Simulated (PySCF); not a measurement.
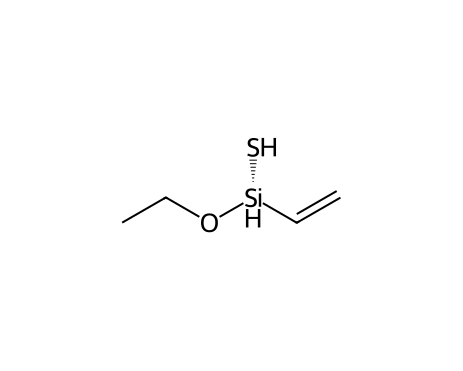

The drawing above gives the connectivity. Computed geometry: GFN2-xTB optimisation. No frequency run is at hand to confirm it as a minimum.

What does the molecule look like in three dimensions?

The molecule is C4H10OSSi. As SMILES it reads `C=C[Si@@H](S)OCC`. It has no ring. Among its groups: alkene, Si–H bond, Si–O bond. This geometry has C1 symmetry. Coordination: 2 C trigonal planar; 1 Si tetrahedral; 1 S bent; 1 O bent; 2 C tetrahedral.

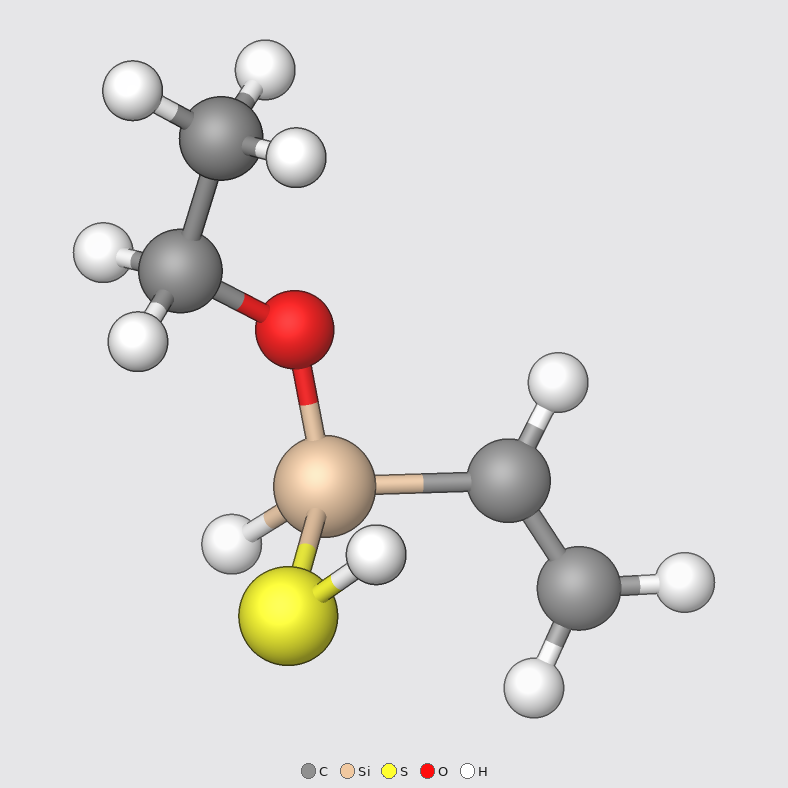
